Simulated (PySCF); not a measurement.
C10H8N2, SMILES c1ncc(-c2cnccc2)cc1 at its GFN2-xTB optimised geometry (Å):

```
20

C     -2.8104     1.0310    -0.6958
C     -3.4557     0.0959     0.1004
N     -2.8103    -0.8021     0.8252
C     -1.4930    -0.8124     0.7828
C     -0.7331     0.0682     0.0098
C      0.7305     0.0043     0.0046
C      1.4107    -1.2128     0.0000
C      2.7941    -1.2128     0.0000
C      3.4547     0.0072     0.0000
N      2.8235     1.1688     0.0120
C      1.5054     1.1660     0.0171
C     -1.4279     1.0143    -0.7428
H     -3.3758     1.7489    -1.2696
H     -4.5351     0.0603     0.1646
H     -1.0121    -1.5520     1.4103
H      0.8589    -2.1419    -0.0237
H      3.3484    -2.1386    -0.0072
H      4.5351     0.0622    -0.0098
H      1.0374     2.1419     0.0497
H     -0.8888     1.7109    -1.3691
```

Method: PySCF with B3LYP/def2-SVP.

Map of the electrostatic potential (hartree/e), clipped to [-0.08, 0.12] on the plane z = 1.2 Å:

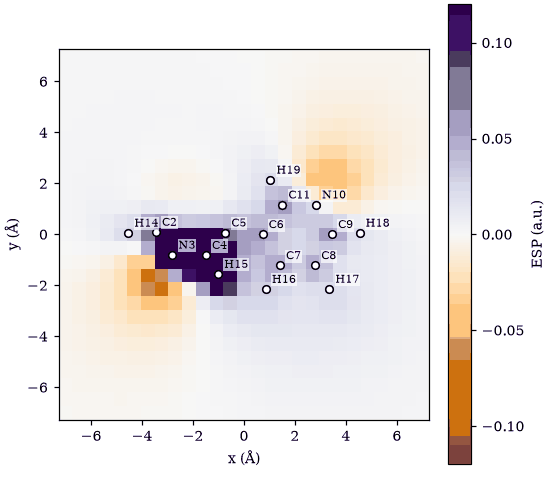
Fig. 1. Electrostatic potential (hartree/e), clipped to [-0.08, 0.12] on the plane z = 1.2 Å.
